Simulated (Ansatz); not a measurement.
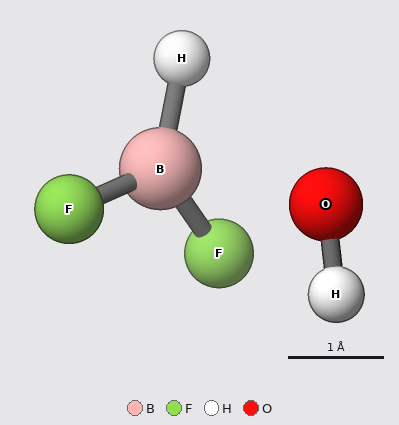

The input geometry (ball-and-stick view, seen at a tilt).

Run report: BH$_{2}$OF$_{2}$, nudged elastic band

System: BH$_{2}$OF$_{2}$, multiplicity 2.
Method: UHF/def2-SVP (Ansatz 0.2.0).

It belongs to a series of runs on one base structure; here: band between the two ends.

### Log
```
Engine: ansatz 0.2.0, aarch64-unknown-linux-gnu
Functional definition: HF
  exchange = exact_x
  correlation = 0
693 factors; integrals over basis functions are off by at most 4.9e-4 eV
mean field evaluation 1: about -8144.5674 eV, gradient 2.4e1 eV
mean field evaluation 2: about -8144.6796 eV, gradient 2.4e1 eV
mean field evaluation 4: about -8147.4019 eV, gradient 2.4e0 eV
mean field evaluation 8: about -8147.4585 eV, gradient 3.4e-1 eV
mean field evaluation 16: about -8147.4718 eV, gradient 1.8e-1 eV
mean field evaluation 32: about -8147.5447 eV, gradient 5.1e-6 eV
mean field evaluation 64: about -8146.3498 eV, gradient 1.1e1 eV
mean field evaluation 96: about -8147.4476 eV, gradient 1.9e-1 eV
mean field -8147.54468800 eV, -299.4167446799 hartree, gradient 5.1e-6 eV, S^2 0.755237; 2 other end points of the search recorded, 0 dependent functions left out
the calculation of the forces begins
reference -8147.54468800 eV, -299.4167446799 hartree; 17, 16 occupied and 49, 50 virtual orbitals, 693 factors
698 factors; integrals over basis functions are off by at most 6.8e-4 eV
mean field -8141.09340848 eV, -299.1796645305 hartree, gradient 2.3e-5 eV, S^2 0.752220; 0 other end points of the search recorded, 0 dependent functions left out
[... from here on the field's lines of each further geometry are left out, up to the last ...]
NEB iter   1: max|band force component| = 7.066e1 eV/Å  barrier→ = 20.3744 eV  barrier← = 13.9231 eV  Δτ_max = 0.2000 Å  (889 SCF iters)
NEB iter   2: max|band force component| = 9.818e0 eV/Å  barrier→ = 7.7591 eV  barrier← = 1.3078 eV  Δτ_max = 0.2000 Å  (365 SCF iters)
NEB iter   3: max|band force component| = 5.334e0 eV/Å  barrier→ = 7.1363 eV  barrier← = 0.6851 eV  Δτ_max = 0.1949 Å  (395 SCF iters)
NEB iter   4: max|band force component| = 2.833e0 eV/Å  barrier→ = 6.9115 eV  barrier← = 0.4602 eV  Δτ_max = 0.1928 Å  (345 SCF iters)
NEB iter   5: max|band force component| = 2.348e0 eV/Å  barrier→ = 6.7716 eV  barrier← = 0.3203 eV  Δτ_max = 0.1944 Å  (391 SCF iters)
NEB iter   6: max|band force component| = 1.848e0 eV/Å  barrier→ = 6.7105 eV  barrier← = 0.2592 eV  Δτ_max = 0.1999 Å  (336 SCF iters)
NEB iter   7: max|band force component| = 2.225e0 eV/Å  barrier→ = 6.6493 eV  barrier← = 0.1980 eV  Δτ_max = 0.1002 Å  (389 SCF iters)
NEB iter   8: max|band force component| = 2.597e0 eV/Å  barrier→ = 6.6170 eV  barrier← = 0.1657 eV  Δτ_max = 0.0502 Å  (397 SCF iters)
NEB iter   9: max|band force component| = 1.750e0 eV/Å  barrier→ = 6.5726 eV  barrier← = 0.1213 eV  Δτ_max = 0.0501 Å  (392 SCF iters)
NEB iter  10: max|band force component| = 1.034e0 eV/Å  barrier→ = 6.5591 eV  barrier← = 0.1078 eV  Δτ_max = 0.1017 Å  (396 SCF iters)
NEB iter  11: max|band force component| = 1.753e0 eV/Å  barrier→ = 6.5516 eV  barrier← = 0.1003 eV  Δτ_max = 0.0502 Å  (340 SCF iters)
NEB iter  12: max|band force component| = 9.885e-1 eV/Å  barrier→ = 6.5477 eV  barrier← = 0.0964 eV  Δτ_max = 0.0979 Å  (376 SCF iters)
NEB iter  13: max|band force component| = 1.391e0 eV/Å  barrier→ = 6.5425 eV  barrier← = 0.0912 eV  Δτ_max = 0.0503 Å  (403 SCF iters)
NEB iter  14: max|band force component| = 4.548e-1 eV/Å  barrier→ = 6.5416 eV  barrier← = 0.0903 eV  CI = image 4  Δτ_max = 0.0753 Å  (371 SCF iters)
NEB iter  15: max|band force component| = 4.080e-1 eV/Å  barrier→ = 6.5405 eV  barrier← = 0.0892 eV  CI = image 4  Δτ_max = 0.0993 Å  (401 SCF iters)
NEB iter  16: max|band force component| = 3.024e-1 eV/Å  barrier→ = 6.5448 eV  barrier← = 0.0935 eV  CI = image 4  Δτ_max = 0.0932 Å  (378 SCF iters)
NEB iter  17: max|band force component| = 1.457e-1 eV/Å  barrier→ = 6.5450 eV  barrier← = 0.0937 eV  CI = image 4  Δτ_max = 0.1000 Å  (361 SCF iters)
NEB iter  18: max|band force component| = 1.579e0 eV/Å  barrier→ = 6.5467 eV  barrier← = 0.0955 eV  CI = image 4  Δτ_max = 0.0503 Å  (403 SCF iters)
NEB iter  19: max|band force component| = 6.366e-1 eV/Å  barrier→ = 6.5476 eV  barrier← = 0.0964 eV  CI = image 4  Δτ_max = 0.0991 Å  (376 SCF iters)
NEB iter  20: max|band force component| = 1.396e0 eV/Å  barrier→ = 6.5487 eV  barrier← = 0.0974 eV  CI = image 4  Δτ_max = 0.0497 Å  (415 SCF iters)
NEB iter  21: max|band force component| = 6.539e-1 eV/Å  barrier→ = 6.5497 eV  barrier← = 0.0984 eV  CI = image 4  Δτ_max = 0.0313 Å  (404 SCF iters)
NEB iter  22: max|band force component| = 2.529e-1 eV/Å  barrier→ = 6.5502 eV  barrier← = 0.0990 eV  CI = image 4  Δτ_max = 0.0283 Å  (381 SCF iters)
NEB iter  23: max|band force component| = 1.788e-1 eV/Å  barrier→ = 6.5507 eV  barrier← = 0.0994 eV  CI = image 4  Δτ_max = 0.0168 Å  (379 SCF iters)
NEB iter  24: max|band force component| = 1.549e-1 eV/Å  barrier→ = 6.5507 eV  barrier← = 0.0994 eV  CI = image 4  Δτ_max = 0.0983 Å  (391 SCF iters)
NEB iter  25: max|band force component| = 3.923e-1 eV/Å  barrier→ = 6.5523 eV  barrier← = 0.1011 eV  CI = image 4  Δτ_max = 0.0500 Å  (384 SCF iters)
NEB iter  26: max|band force component| = 2.613e-1 eV/Å  barrier→ = 6.5525 eV  barrier← = 0.1013 eV  CI = image 4  Δτ_max = 0.0499 Å  (386 SCF iters)
NEB iter  27: max|band force component| = 1.727e-1 eV/Å  barrier→ = 6.5530 eV  barrier← = 0.1017 eV  CI = image 4  Δτ_max = 0.0497 Å  (388 SCF iters)
the calculation of the forces begins
reference -8141.01571738 eV, -299.1768094351 hartree; 17, 16 occupied and 49, 50 virtual orbitals, 697 factors
698 factors; integrals over basis functions are off by at most 7.3e-4 eV
mean field -8140.99185238 eV, -299.1759324124 hartree, gradient 2.5e-5 eV, S^2 0.752389; 1 other end points of the search recorded, 0 dependent functions left out
the calculation of the forces begins
reference -8140.99185238 eV, -299.1759324124 hartree; 17, 16 occupied and 49, 50 virtual orbitals, 698 factors
NEB iter  28: max|band force component| = 4.988e-2 eV/Å  barrier→ = 6.5528 eV  barrier← = 0.1016 eV  CI = image 4  Δτ_max = 0.0000 Å  (1281 SCF iters)
```

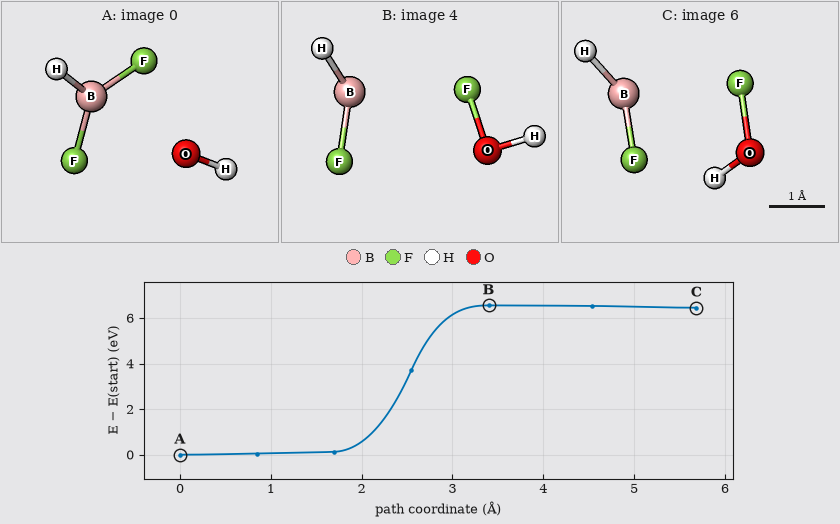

Images of the last band (counted from 0; ball-and-stick, seen at a tilt) above the energy along the path; the line is a cubic interpolation that uses the forces. The highest image is number 4, 6.553 eV above the start and 0.102 eV above the end (the climbing image); the end lies 6.451 eV above the start. The path is 5.69 Å long. The band converged in 28 iterations.

```
Total energy: -8140.99185238 eV, -299.1759324124 hartree
Atom 0 at    -0.185170    -0.050589    -0.769393 Å, force    -0.010864     0.001471     0.022454 eV/Å
Atom 1 at     0.107544    -0.864441     2.027888 Å, force     0.003044    -0.002251    -0.018118 eV/Å
Atom 2 at     1.014971    -0.093628    -0.757390 Å, force     0.004330     0.007852    -0.009302 eV/Å
Atom 3 at    -0.837494     1.028433    -0.457232 Å, force     0.008727    -0.007178    -0.004890 eV/Å
Atom 4 at    -0.347479    -0.088500     3.054299 Å, force     0.002890    -0.038675     0.024775 eV/Å
Atom 5 at    -0.379371    -0.732371     3.753926 Å, force    -0.008127     0.038781    -0.014919 eV/Å
Dipole moment:     0.051010    -0.274380     0.457596 e Å
this run last wrote the band of iteration 28 to [file]
```

### The last band as extended XYZ (Å, eV, eV/Å)
```
6
Properties=species:S:1:pos:R:3:forces:R:3 image=0 energy=-8147.54469
B    -0.0262   -0.1996    0.2436   -0.0012  -0.0021  -0.0010
F    -0.2689   -1.4589    0.5123    0.0021   0.0055  -0.0018
H     1.0689    0.1703   -0.0280   -0.0017  -0.0011   0.0014
F    -1.0548    0.6050    0.1615    0.0013  -0.0028   0.0027
O     0.1953    0.2613    2.7688   -0.0049  -0.0062   0.0021
H    -0.5413   -0.1792    3.1938    0.0043   0.0066  -0.0034
6
Properties=species:S:1:pos:R:3:forces:R:3 image=1 energy=-8147.49266
B    -0.0306   -0.1602    0.0972   -0.0514   0.0005   0.0670
F    -0.2931   -1.2454    0.7816   -0.0242  -0.0200  -0.0383
H     1.0514    0.0294   -0.3506    0.0560   0.0222   0.0198
F    -1.0065    0.6764   -0.1121   -0.0012  -0.0233   0.0151
O     0.0148    0.3887    3.2119    0.0344   0.0372  -0.0385
H    -0.3632   -0.4899    3.2241   -0.0135  -0.0166  -0.0251
6
Properties=species:S:1:pos:R:3:forces:R:3 image=2 energy=-8147.41800
B     0.0030   -0.1197   -0.0546    0.0501  -0.0242   0.0734
F    -0.1185   -0.9337    0.9639   -0.0595  -0.0110  -0.1455
H     0.9300   -0.2093   -0.7925    0.0242   0.0030   0.0061
F    -0.9236    0.7731   -0.2455   -0.0302  -0.0376   0.0516
O    -0.1960    0.3088    3.5842    0.0091   0.0299   0.0898
H    -0.3219   -0.6203    3.3965    0.0063   0.0399  -0.0754
6
Properties=species:S:1:pos:R:3:forces:R:3 image=3 energy=-8143.84297
B    -0.0710   -0.0957   -0.2675    1.6444   0.3655   6.2190
F     0.1237   -0.7361    1.4316   -0.6660   0.8839  -7.6405
H     0.9763   -0.1317   -0.8071   -0.2179  -0.9166  -0.5211
F    -0.9698    0.7899   -0.4690   -0.2105  -1.3386   0.2383
O    -0.3902    0.0689    3.2046   -0.6811   1.4001   1.8825
H    -0.2961   -0.6964    3.7596    0.1311  -0.3943  -0.1782
6
Properties=species:S:1:pos:R:3:forces:R:3 image=4 energy=-8140.99185
B    -0.1852   -0.0506   -0.7694   -0.0109   0.0015   0.0225
F     0.1075   -0.8644    2.0279    0.0030  -0.0023  -0.0181
H     1.0150   -0.0936   -0.7574    0.0043   0.0079  -0.0093
F    -0.8375    1.0284   -0.4572    0.0087  -0.0072  -0.0049
O    -0.3475   -0.0885    3.0543    0.0029  -0.0387   0.0248
H    -0.3794   -0.7324    3.7539   -0.0081   0.0388  -0.0149
6
Properties=species:S:1:pos:R:3:forces:R:3 image=5 energy=-8141.01572
B    -0.1744    0.0330   -0.6077   -0.0025  -0.0091   0.0045
F     0.1051   -1.2040    1.9382    0.0026  -0.0058   0.0064
H     1.0188    0.1100   -0.7128    0.0000   0.0129   0.0028
F    -0.8713    0.9366    0.0182    0.0007  -0.0064   0.0141
O     0.1117   -0.3546    3.0071    0.0084  -0.0166  -0.0116
H    -0.8169   -0.3220    3.2091   -0.0091   0.0250  -0.0162
6
Properties=species:S:1:pos:R:3:forces:R:3 image=6 energy=-8141.09341
B    -0.2328    0.1709   -0.4392    0.0022   0.0027   0.0035
F     0.2193   -1.4298    1.9490   -0.0005   0.0005   0.0027
H     0.9284    0.1977   -0.7341   -0.0022  -0.0009  -0.0006
F    -0.6931    0.8672    0.5734   -0.0002  -0.0011  -0.0035
O    -0.2661   -0.6857    2.9876   -0.0003   0.0024  -0.0060
H    -0.5827    0.0786    2.5153    0.0010  -0.0036   0.0038
```

This output came from the following input.

### The input
```yaml
crystal:
  periodic: [false, false, false]
  atoms:
    - { symbol: B, position_ang: [-0.026163, -0.199576, 0.243573] }
    - { symbol: F, position_ang: [-0.268936, -1.458919, 0.512344] }
    - { symbol: H, position_ang: [1.068854, 0.170293, -0.027987] }
    - { symbol: F, position_ang: [-1.054754, 0.605042, 0.161536] }
    - { symbol: O, position_ang: [0.195339, 0.261293, 2.76881] }
    - { symbol: H, position_ang: [-0.54134, -0.179231, 3.193823] }
magnetization:
  spin_polarized: true
  initial_magnetization: 1
basis:
  gaussian: { orbitals: def2-SVP }
hamiltonian:
  xc: hf
neb:
  order_check: false
  images: 5
  f_tol: 0.05
  max_iterations: 60
  final_atoms:
    - { symbol: B, position_ang: [-0.23275549, 0.17086032, -0.43916167] }
    - { symbol: F, position_ang: [0.21926534, -1.42975607, 1.94899859] }
    - { symbol: H, position_ang: [0.92840602, 0.19771705, -0.73405307] }
    - { symbol: F, position_ang: [-0.69312695, 0.86722928, 0.5733821] }
    - { symbol: O, position_ang: [-0.26611479, -0.68570175, 2.98761774] }
    - { symbol: H, position_ang: [-0.58267413, 0.07855317, 2.51531531] }
  initial_path:
    images:
      - { positions_ang: [[-0.026163, -0.199576, 0.243573], [-0.268936, -1.458919, 0.512344], [1.068854, 0.170293, -0.027987], [-1.054754, 0.605042, 0.161536], [0.195339, 0.261293, 2.76881], [-0.54134, -0.179231, 3.193823]] }
      - { positions_ang: [[-0.02242618, -0.13254546, 0.16201806], [-0.1586095, -0.99417161, 0.86343645], [1.01769924, -0.00111854, -0.237877], [-1.07373168, 0.55015229, -0.08898803], [0.17591862, 0.13113438, 2.87667942], [-0.56585051, -0.35454905, 3.27683011]] }
      - { positions_ang: [[-0.01868935, -0.06551493, 0.08046312], [-0.048283, -0.52942423, 1.2145289], [0.96654449, -0.17253007, -0.44776701], [-1.09270935, 0.49526257, -0.33951207], [0.15649824, 0.00097576, 2.98454884], [-0.59036103, -0.52986711, 3.35983721]] }
      - { positions_ang: [[-0.01495253, 0.00151561, -0.00109183], [0.06204351, -0.06467684, 1.56562135], [0.91538973, -0.34394161, -0.65765701], [-1.11168703, 0.44037286, -0.5900361], [0.13707786, -0.12918285, 3.09241826], [-0.61487154, -0.70518516, 3.44284432]] }
      - { positions_ang: [[-0.08755352, 0.05796384, -0.14711511], [0.11445079, -0.51970325, 1.69341376], [0.91972849, -0.16338872, -0.68312236], [-0.972167, 0.58265833, -0.20223004], [0.00268031, -0.31468915, 3.05748476], [-0.60413907, -0.44393905, 3.13366799]] }
      - { positions_ang: [[-0.1601545, 0.11441208, -0.29313839], [0.16685806, -0.97472966, 1.82120618], [0.92406725, 0.01716416, -0.70858771], [-0.83264698, 0.7249438, 0.18557603], [-0.13171724, -0.50019545, 3.02255125], [-0.5934066, -0.18269294, 2.82449165]] }
      - { positions_ang: [[-0.23275549, 0.17086032, -0.43916167], [0.21926534, -1.42975607, 1.94899859], [0.92840602, 0.19771705, -0.73405307], [-0.69312695, 0.86722928, 0.5733821], [-0.26611479, -0.68570175, 2.98761774], [-0.58267413, 0.07855317, 2.51531531]] }
```

Command:
```bash
ansatz run input.yaml --threads 1 --pin off --max-ram 2048MiB --backend cpu --events-out ev --progress --plain --runs-dir out
```

### Results in brief

- outcome: converged
- barrier, forward: 6.553 eV
- barrier, backward: 0.102 eV
- hardware: 1 thread of Arm Neoverse V1, 24 GiB of memory available, shared host
- wall time: 2.5 min
- peak memory: 0.15 GiB

### Notes

The order of the saddle point was not checked.
